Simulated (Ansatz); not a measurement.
Tl$_{2}$BiN$_{3}$

```
Tl Bi N
1.0
     3.50758    0.00000    0.00000
    -1.75379    3.03765    0.00000
     0.00000    0.00000    8.53070
Tl Bi N
2 1 3
Direct
  0.33333 0.66667 0.83840
  0.66667 0.33333 0.16160
  0.00000 0.00000 0.50000
  0.33333 0.66667 0.33169
  0.66667 0.33333 0.66831
  0.00000 0.00000 0.00000
```

Space group P-3m1; a structure from a database of computed crystals, not necessarily the ambient phase; started from the Sn2GeTe3-164 prototype, which need not be the ambient phase.

Theory: DFT, r2SCAN+rVV10, plane waves, PAW (Ansatz).

Core electrons are frozen (PAW), and the valence fields are smoothed inside the atomic spheres.

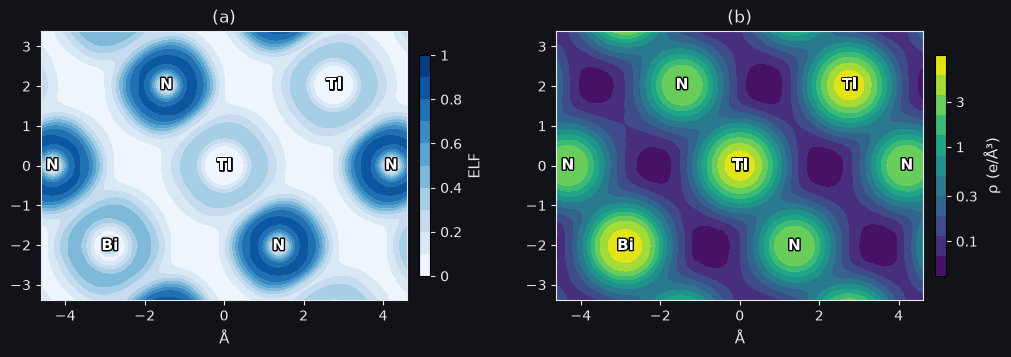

Figure 1. (a) electron localisation function; (b) valence electron density on the (110) plane of the conventional cell.

> What do the fields say about this system?

Atoms in the plane: Tl, Bi and N. Tl–N (2.45 Å): ρ is about 0.39 e/Å³ halfway; the ELF peaks at about 0.80 in the valence shell of N, 0.6 Å from its nucleus, and drops to about 0.20 between the two atoms; no shared electron pair shows on this line. Bi–N (2.48 Å): ρ at the midpoint is about 0.4 e/Å³; the ELF peaks at about 0.80 in the valence shell of N, 0.7 Å from its nucleus, and drops to about 0.25 between the two atoms. Tl–N (2.49 Å): ρ at the midpoint is about 0.36 e/Å³; the ELF peaks at about 0.85 in the valence shell of N, 0.7 Å from its nucleus, and drops to about 0.20 between the two atoms: no localised pair shows between them. Between the atoms the lowest density in this plane is 0.04 e/Å³. The features right at Bi lie inside the PAW spheres, where the map follows smoothed inner orbitals and isn't to be read closely.

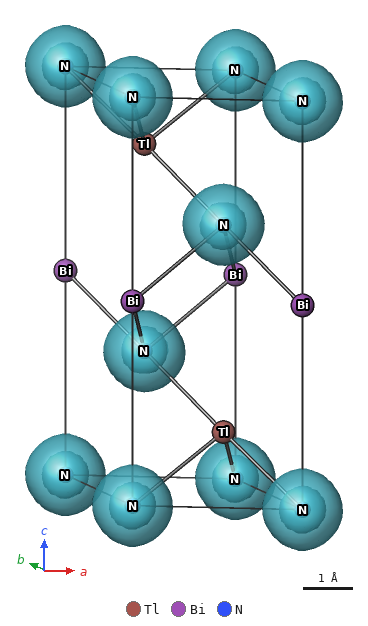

Figure 2. Isosurface of the ELF at 0.75 (cyan), seen at an oblique angle. Core shells and regions of very low density are left out. Sticks mark near contacts.

> What do the ELF domains correspond to?

The surface consists of three regions wrapped around N (the valence shell of each), counted in one cell of 6 atoms. Any copies at cell faces, edges or corners count once.
